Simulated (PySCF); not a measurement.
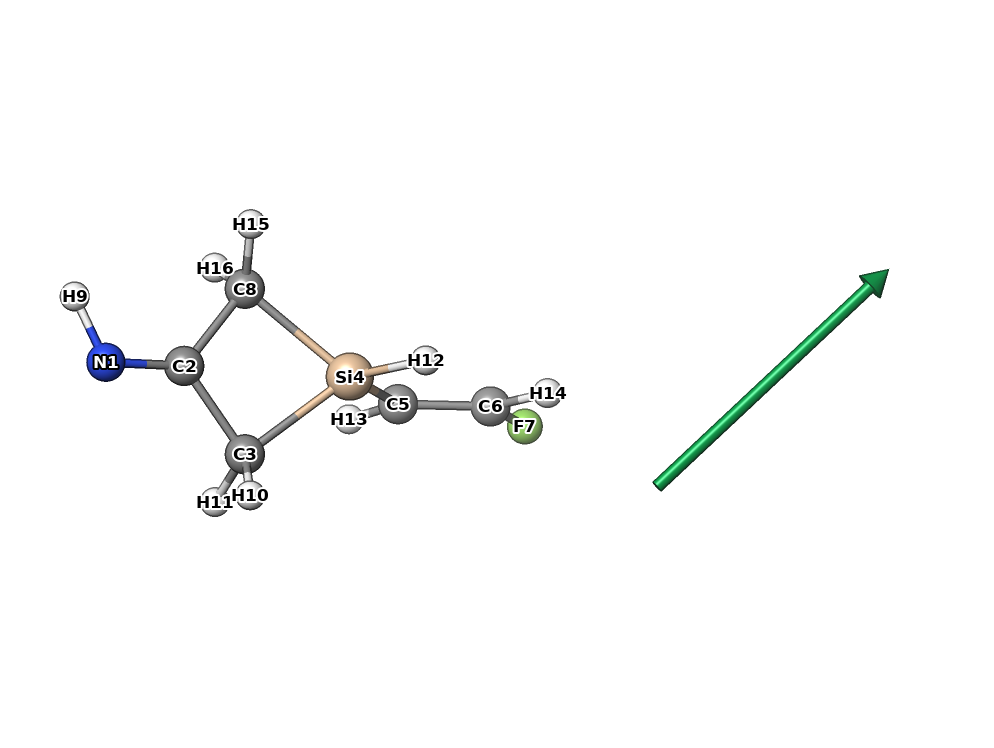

The arrow beside the molecule shows the direction of the dipole moment, from the negative to the positive end (its length means nothing). The geometry was computed by an optimisation with GFN2-xTB. No frequency run is at hand to confirm it as a minimum. Level of theory: ωB97X-D/def2-SVPD, gas phase (PySCF 2.14.0).

How large is the dipole moment?

Answer. 1.98 D; it points from the side of N1, H11 to the side of H14 (the outermost atoms at the two ends).

The geometry is semi-empirical. Around Si such bond lengths and angles can be off by a tenth of an ångström or more and by several degrees, and values that hang on the shape move with them.
